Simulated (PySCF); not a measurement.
# CrH2: one geometry, many levels of theory

Aim: at the PBE0 minimum of quintet CrH2, found before, compare methods on energies and levels.

Computed with PySCF 2.14.0. Level: several methods, basis Cr def2-TZVP, H def2-TZVP, no relativity, density fitting.

## Step 1: The starting structure

3 atoms, charge 0, spin multiplicity 5.

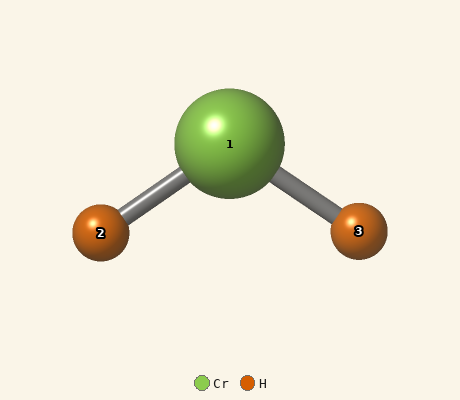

Start geometry, drawn with chromium green, hydrogen orange; atoms are numbered from 1 in the order of the file.

Coordinates in bohr (charge 0 multiplicity 5):
```
Cr    0.0000    0.0000   -0.0657
H     2.5697    0.0000    1.6938
H    -2.5697    0.0000    1.6938
```

## Step 2: CCSD(T)

One driver script runs all steps and calls PySCF; scf.py shows the equivalent input of each level. Each SCF starts from the density of the minimum. The driver also runs the species with one electron less or more at the same geometry (one less: multiplicity 4, one more: multiplicity 6); their logs are not shown.

Contents of scf.py:

```python
from pyscf import gto, scf, dft
mol = gto.M(atom='''
Cr     0.000000     0.000000    -0.034783
H      1.359809    -0.000000     0.896311
H     -1.359809     0.000000     0.896311''',
    basis={'Cr': 'def2-TZVP', 'H': 'def2-TZVP'},
    charge=0, spin=4)
mf = scf.UHF(mol)
aux = {'Cr': 'def2-universal-JKFIT', 'H': 'def2-universal-JKFIT'}
mf = mf.density_fit(auxbasis=aux)
mf.conv_tol = 1e-08
mf.diis_space = 10
mf.max_cycle = 60
mf.verbose = 4
mf.kernel()
from pyscf import cc
mycc = cc.CCSD(mf, frozen=5).run()
mycc.ccsd_t()
```

On the command line:

```bash
$ OMP_NUM_THREADS=4 python axn.py task.json out
```

Log:

```text
init E= -1044.38977179258
[... the frontier-level lines of each cycle are left out ...]
cycle= 1 E= -1044.41117213166  delta_E= -0.0214  |g|= 0.0629  |ddm|= 0.152
cycle= 2 E= -1044.41613983323  delta_E= -0.00497  |g|= 0.0378  |ddm|= 0.0712
cycle= 3 E= -1044.41779474332  delta_E= -0.00165  |g|= 0.0247  |ddm|= 0.0359
cycle= 4 E= -1044.41939440467  delta_E= -0.0016  |g|= 0.0123  |ddm|= 0.0501
cycle= 5 E= -1044.42012019815  delta_E= -0.000726  |g|= 0.00797  |ddm|= 0.0379
cycle= 6 E= -1044.42047687792  delta_E= -0.000357  |g|= 0.00349  |ddm|= 0.0359
cycle= 7 E= -1044.42054180403  delta_E= -6.49e-05  |g|= 0.00111  |ddm|= 0.0202
cycle= 8 E= -1044.42054606713  delta_E= -4.26e-06  |g|= 0.000359  |ddm|= 0.0065
cycle= 9 E= -1044.42054629774  delta_E= -2.31e-07  |g|= 0.000138  |ddm|= 0.00161
cycle= 10 E= -1044.42054634288  delta_E= -4.51e-08  |g|= 6.31e-05  |ddm|= 0.000531
cycle= 11 E= -1044.42054635015  delta_E= -7.26e-09  |g|= 1.23e-05  |ddm|= 0.000203
Extra cycle  E= -1044.42054635041  delta_E= -2.66e-10  |g|= 7.49e-06  |ddm|= 2.74e-05
converged SCF energy = -1044.42054635041  <S^2> = 6.0636436  2S+1 = 5.025393
CCSD nocc = (np.int64(10), np.int64(6)), nmo = (52, 52)
Init t2, MP2 energy = -0.358502257778463
UCCSD converged
E(UCCSD) = -1044.805933288709  E_corr = -0.385386938296911
UCCSD(T) correction = -0.010600862556444
```

This level, with the species of one electron less or more, ran for 34 s (4 threads of Arm Neoverse V2, shared host).

* energy: -1044.816534 Eh
* one electron less (charge +1): -1044.501761 Eh (quartet, ⟨S²⟩ 4.53)
* one electron more (charge -1): -1044.817433 Eh (sextet, ⟨S²⟩ 8.78)
* MP2 correlation in its own fitting basis (same spin, opposite spin): -0.35887 Eh (-0.12587, -0.23300)
* CCSD, (T): -0.38539, -0.01060 Eh; T1 0.043, D1 0.170

## Step 3: HF

Edit scf.py of step 2 so:

```diff
@@ -16,3 +15,0 @@
-from pyscf import cc
-mycc = cc.CCSD(mf, frozen=5).run()
-mycc.ccsd_t()
```

The SCF cycles repeat those of step 2.

This level, with the species of one electron less or more, took 1.9 s.

- energy: -1044.420546 Eh
- one electron less (charge +1): -1044.120785 Eh (quartet, ⟨S²⟩ 4.53)
- one electron more (charge -1): -1044.397772 Eh (sextet, ⟨S²⟩ 8.78)
- Mulliken charge of Cr1: +0.63 e

## Step 4: PBE0

Edit scf.py of step 3 so:

```diff
@@ -8 +8,2 @@
-mf = scf.UHF(mol)
+mf = dft.UKS(mol, xc='PBE0')
+mf.grids.atom_grid = (75, 302)
```

Log:

```text
init E= -1045.3782230416
[... the frontier-level lines of each cycle are left out ...]
cycle= 1 E= -1045.37822304155  delta_E= 4.87e-11  |g|= 1.26e-05  |ddm|= 9.49e-06
Extra cycle  E= -1045.37822304133  delta_E= 2.19e-10  |g|= 2.92e-05  |ddm|= 2.17e-05
converged SCF energy = -1045.37822304133  <S^2> = 6.1346017  2S+1 = 5.0535539
```

This level, with the species of one electron less or more, took 0.7 s.

| Property | Result |
| --- | --- |
| energy | -1045.378223 Eh |
| one electron less (charge +1) | -1045.055844 Eh (quartet, ⟨S²⟩ 4.15) |
| one electron more (charge -1) | -1045.386843 Eh (sextet, ⟨S²⟩ 8.79) |
| Mulliken charge of Cr1 | +0.35 e |

## Step 5: PBE

Edit scf.py of step 4 so:

```diff
@@ -8 +8 @@
-mf = dft.UKS(mol, xc='PBE0')
+mf = dft.UKS(mol, xc='PBE')
```

Log:

```text
init E= -1045.35601560511
[... the frontier-level lines of each cycle are left out ...]
cycle= 1 E= -1045.35915983175  delta_E= -0.00314  |g|= 0.0345  |ddm|= 0.145
cycle= 2 E= -1045.35343687095  delta_E= 0.00572  |g|= 0.124  |ddm|= 0.116
cycle= 3 E= -1045.3598700199  delta_E= -0.00643  |g|= 0.0185  |ddm|= 0.0718
cycle= 4 E= -1045.36008464491  delta_E= -0.000215  |g|= 0.00361  |ddm|= 0.0249
cycle= 5 E= -1045.3600903601  delta_E= -5.72e-06  |g|= 0.000445  |ddm|= 0.00247
cycle= 6 E= -1045.36009072482  delta_E= -3.65e-07  |g|= 0.000473  |ddm|= 0.00152
cycle= 7 E= -1045.36009085486  delta_E= -1.3e-07  |g|= 2.89e-05  |ddm|= 0.000562
cycle= 8 E= -1045.36009085561  delta_E= -7.49e-10  |g|= 3.13e-06  |ddm|= 6.64e-05
Extra cycle  E= -1045.36009085557  delta_E= 4.18e-11  |g|= 1.17e-05  |ddm|= 9.52e-06
converged SCF energy = -1045.36009085557  <S^2> = 6.102817  2S+1 = 5.040959
```

This level, with the species of one electron less or more, took 1.9 s.

```
energy                        : -1045.360091 Eh
one electron less (charge +1) : -1045.039266 Eh (quartet, ⟨S²⟩ 3.95)
one electron more (charge -1) : -1045.369745 Eh (sextet, ⟨S²⟩ 8.78)
Mulliken charge of Cr1        : +0.28 e
```

## Step 6: B3LYP

Edit scf.py of step 5 so:

```diff
@@ -8 +8 @@
-mf = dft.UKS(mol, xc='PBE')
+mf = dft.UKS(mol, xc='B3LYP')
```

Log:

```text
init E= -1045.62206941715
[... the frontier-level lines of each cycle are left out ...]
cycle= 1 E= -1045.62276933522  delta_E= -0.0007  |g|= 0.00839  |ddm|= 0.0588
cycle= 2 E= -1045.62271319262  delta_E= 5.61e-05  |g|= 0.0178  |ddm|= 0.0174
cycle= 3 E= -1045.62282041698  delta_E= -0.000107  |g|= 0.00255  |ddm|= 0.0106
cycle= 4 E= -1045.62282583774  delta_E= -5.42e-06  |g|= 0.00109  |ddm|= 0.00305
cycle= 5 E= -1045.62282829005  delta_E= -2.45e-06  |g|= 0.000885  |ddm|= 0.00284
cycle= 6 E= -1045.62282922151  delta_E= -9.31e-07  |g|= 0.000125  |ddm|= 0.0019
cycle= 7 E= -1045.62282927893  delta_E= -5.74e-08  |g|= 5.67e-05  |ddm|= 0.000542
cycle= 8 E= -1045.62282928141  delta_E= -2.48e-09  |g|= 1.07e-05  |ddm|= 9.72e-05
Extra cycle  E= -1045.62282928125  delta_E= 1.55e-10  |g|= 2.72e-05  |ddm|= 2.69e-05
converged SCF energy = -1045.62282928125  <S^2> = 6.1066194  2S+1 = 5.0424674
```

This level, with the species of one electron less or more, ran for 1.8 s (4 threads of Arm Neoverse V2, shared host).

| Quantity | Value |
| --- | --- |
| energy | -1045.622829 Eh |
| one electron less (charge +1) | -1045.298704 Eh (quartet, ⟨S²⟩ 4.07) |
| one electron more (charge -1) | -1045.631124 Eh (sextet, ⟨S²⟩ 8.78) |
| Mulliken charge of Cr1 | +0.37 e |

## Step 7: r2SCAN

Edit scf.py of step 6 so:

```diff
@@ -8,2 +8,2 @@
-mf = dft.UKS(mol, xc='B3LYP')
-mf.grids.atom_grid = (75, 302)
+mf = dft.UKS(mol, xc='R2SCAN')
+mf.grids.atom_grid = (90, 434)
```

Log:

```text
init E= -1045.57043680368
[... the frontier-level lines of each cycle are left out ...]
cycle= 1 E= -1045.57185853514  delta_E= -0.00142  |g|= 0.0143  |ddm|= 0.0924
cycle= 2 E= -1045.57122924401  delta_E= 0.000629  |g|= 0.0445  |ddm|= 0.0372
cycle= 3 E= -1045.57198142438  delta_E= -0.000752  |g|= 0.0037  |ddm|= 0.0252
cycle= 4 E= -1045.5719894937  delta_E= -8.07e-06  |g|= 0.00148  |ddm|= 0.00666
cycle= 5 E= -1045.57199093705  delta_E= -1.44e-06  |g|= 0.000408  |ddm|= 0.00212
cycle= 6 E= -1045.57199110703  delta_E= -1.7e-07  |g|= 9.17e-05  |ddm|= 0.000752
cycle= 7 E= -1045.57199112344  delta_E= -1.64e-08  |g|= 9.91e-05  |ddm|= 0.000334
cycle= 8 E= -1045.57199112847  delta_E= -5.03e-09  |g|= 4.21e-06  |ddm|= 9.92e-05
Extra cycle  E= -1045.57199112847  delta_E= 1.36e-12  |g|= 1e-05  |ddm|= 1.43e-05
converged SCF energy = -1045.57199112847  <S^2> = 6.1467146  2S+1 = 5.0583454
```

This level, with the species of one electron less or more, took 4.5 s.

* energy: -1045.571991 Eh
* one electron less (charge +1): -1045.249494 Eh (quartet, ⟨S²⟩ 4.05)
* one electron more (charge -1): -1045.582092 Eh (sextet, ⟨S²⟩ 8.81)
* Mulliken charge of Cr1: +0.35 e

## Step 8: wB97X

Edit scf.py of step 7 so:

```diff
@@ -8,2 +8,2 @@
-mf = dft.UKS(mol, xc='R2SCAN')
-mf.grids.atom_grid = (90, 434)
+mf = dft.UKS(mol, xc='WB97X')
+mf.grids.atom_grid = (75, 302)
```

Log:

```text
init E= -1045.57918088755
[... the frontier-level lines of each cycle are left out ...]
cycle= 1 E= -1045.58160612992  delta_E= -0.00243  |g|= 0.0146  |ddm|= 0.0921
cycle= 2 E= -1045.58216791783  delta_E= -0.000562  |g|= 0.00801  |ddm|= 0.0357
cycle= 3 E= -1045.58244917412  delta_E= -0.000281  |g|= 0.00593  |ddm|= 0.0285
cycle= 4 E= -1045.58251747622  delta_E= -6.83e-05  |g|= 0.00328  |ddm|= 0.0116
cycle= 5 E= -1045.58255842804  delta_E= -4.1e-05  |g|= 0.0019  |ddm|= 0.0107
cycle= 6 E= -1045.5825726091  delta_E= -1.42e-05  |g|= 0.000757  |ddm|= 0.00669
cycle= 7 E= -1045.58257646796  delta_E= -3.86e-06  |g|= 0.000226  |ddm|= 0.00396
cycle= 8 E= -1045.58257669158  delta_E= -2.24e-07  |g|= 5.73e-05  |ddm|= 0.00096
cycle= 9 E= -1045.58257670792  delta_E= -1.63e-08  |g|= 2.88e-05  |ddm|= 0.000259
cycle= 10 E= -1045.58257671104  delta_E= -3.12e-09  |g|= 8.48e-06  |ddm|= 0.00014
Extra cycle  E= -1045.58257671127  delta_E= -2.29e-10  |g|= 5.36e-06  |ddm|= 2.86e-05
converged SCF energy = -1045.58257671127  <S^2> = 6.0672868  2S+1 = 5.0268427
```

This level, with the species of one electron less or more, took 2.1 s.

| Item | Value |
| --- | --- |
| energy | -1045.582577 Eh |
| one electron less (charge +1) | -1045.264150 Eh (quartet, ⟨S²⟩ 4.08) |
| one electron more (charge -1) | -1045.588121 Eh (sextet, ⟨S²⟩ 8.76) |
| Mulliken charge of Cr1 | +0.42 e |

## Step 9: Comparison of the levels

| level | atomisation energy (kJ/mol) | vertical ionisation energy (eV) | vertical electron affinity (eV) | −ε(HOMO) (eV) | gap (eV) | dipole (D) | wall time |
| --- | --- | --- | --- | --- | --- | --- | --- |
| CCSD(T) | 397 | 8.57 | 0.02 | – | – | – | 34 s |
| HF | 227 | 8.16 | -0.62 | 10.01 | 10.70 | 4.93 | 1.9 s |
| PBE0 | 395 | 8.77 | 0.23 | 6.51 | 4.31 | 3.51 | 0.7 s |
| PBE | 427 | 8.73 | 0.26 | 4.92 | 1.60 | 2.96 | 1.9 s |
| B3LYP | 443 | 8.82 | 0.23 | 6.21 | 3.73 | 3.38 | 1.8 s |
| r2SCAN | 417 | 8.78 | 0.27 | 5.25 | 2.09 | 3.20 | 4.5 s |
| wB97X | 466 | 8.66 | 0.15 | 8.83 | 8.41 | 3.87 | 2.1 s |

Times are for 4 threads of Arm Neoverse V2, shared host; PBE0 starts from its own converged density, so its time is not comparable. A dash stands where a species or a free atom was not run at that level, or the quantity is not defined.

Atomisation goes to high-spin atoms in their ground configurations, run at the same level, without zero-point energy.

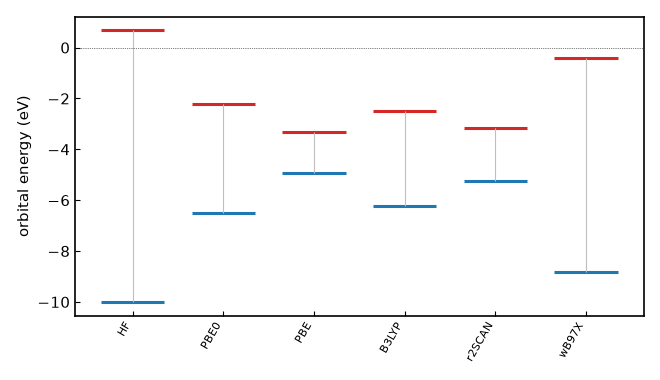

Highest occupied (blue) and lowest empty (red) levels by method.

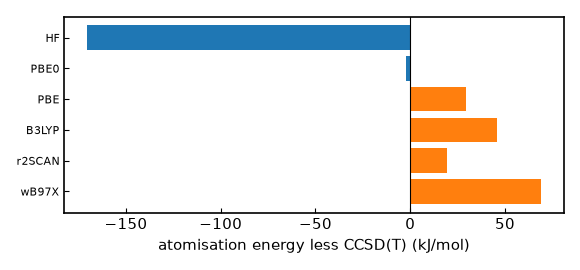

Deviation of the atomisation energy from CCSD(T).

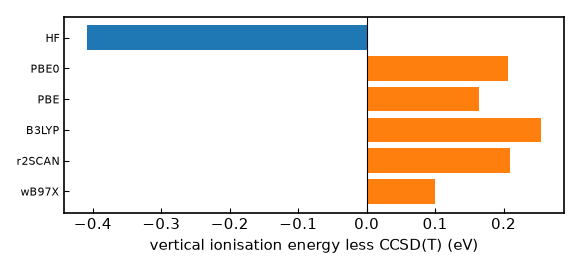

Deviation of the vertical ionisation energy from CCSD(T).

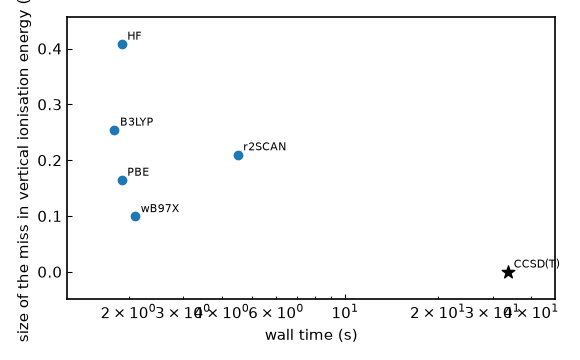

Cost against accuracy: time of each level and its distance from CCSD(T) in the vertical ionisation energy.

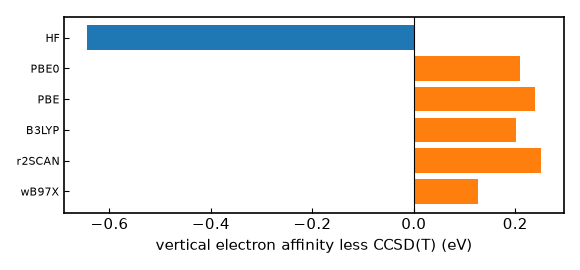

Deviation of the vertical electron affinity from CCSD(T).

## Step 10: Results

| quantity | value |
| --- | --- |
| atomisation energy, CCSD(T) in this basis | 397 kJ/mol |
| vertical ionisation energy, CCSD(T) | 8.57 eV |
| vertical electron affinity, CCSD(T) | 0.02 eV |
| orbital gap, range | 1.60 (PBE) to 10.70 (HF) eV |
| T1, D1 | 0.043, 0.170 |
| T1, D1 of the cation | 0.065, 0.212 |
| T1, D1 of the anion | 0.109, 0.599 |

In words: In atomisation energy the functionals lie from -2 kJ/mol (PBE0) to +69 kJ/mol (wB97X) against CCSD(T). In a basis of this size CCSD(T) binds too weakly, often by tens of kJ/mol, while functionals are nearer their limits, so this ranks no functional. HF lacks the correlation that pairing electrons in bonds brings, so it binds too weakly, by 171 kJ/mol even against this CCSD(T). Against CCSD(T), the vertical ionisation energy is best met by wB97X (+0.10 eV) and worst by HF (-0.41 eV). CCSD(T) took 34 s, about 16 times as long as wB97X (2.1 s), which misses it by 0.10 eV. For the vertical electron affinity, wB97X comes nearest to CCSD(T) (+0.13 eV) and HF is farthest (-0.64 eV). The PBE orbital energy is a poor guide to ionisation (4.9 eV, 3.6 eV too small); the difference of PBE energies gives 8.7 eV. T1 of the cation is large, so the CCSD(T) value that rests on it is in doubt and small misses rank nothing. T1 of the anion is large, so the CCSD(T) value that rests on it is in doubt and small misses rank nothing. Spin contamination is strong in at least one of the open-shell species at CCSD(T), HF, PBE0, B3LYP, r2SCAN, wB97X. Without diffuse functions electron affinities tend to come out too low. Open d and f shells are described by one determinant, and the ground state may have another occupation or spin.
